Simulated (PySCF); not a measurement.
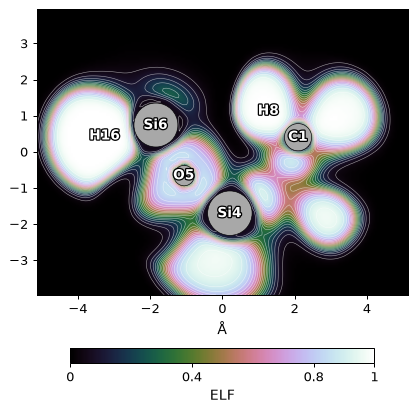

Figure 1: C$_{3}$H$_{10}$FOSi$_{2}$ (SMILES CC(C)[SiH]O[SiH2]F) (doublet). ELF on the plane of atoms Si4, O5 and Si6. Grey discs cover the atomic cores.

Geometry: GFN2-xTB.

Level of theory: UKS B3LYP, pcH-1 on C F H O Si, non-relativistic, mean-field spin-orbit, GIAO (PySCF).

```tsv
atom	x (Å)	y (Å)	z (Å)
C	-1.0528	1.1919	0.5127
C	-1.2441	0.1006	-0.5407
C	-1.4885	-1.2447	0.1408
Si	0.2722	0.0565	-1.7114
O	1.6416	-0.2104	-0.8509
Si	2.6278	-0.2366	0.4122
F	1.9128	-1.1041	1.5623
H	-0.1867	0.9710	1.1345
H	-0.9058	2.1662	0.0495
H	-1.9269	1.2506	1.1612
H	-2.1301	0.3522	-1.1337
H	-1.6843	-2.0243	-0.5924
H	-0.6207	-1.5355	0.7286
H	-2.3452	-1.1822	0.8117
H	0.5428	1.3310	-2.3820
H	3.8119	-0.9616	0.0049
H	2.7689	1.0915	0.9817
```

What does the map show?

The plane passes through C, Si, O and H nuclei. Si–O (1.60 Å): the ELF peaks at about 0.85 between the atoms; a short, strongly polar bond. C–H (1.09 Å): the ELF climbs to about 1 towards the hydrogen, as it does in any bond to H; a covalent bond by its length. Si–H (1.45 Å): the ELF climbs to about 1 towards the hydrogen. The ELF also peaks beside Si4 and O5, away from the bonds: non-bonding electrons, paired or unpaired.
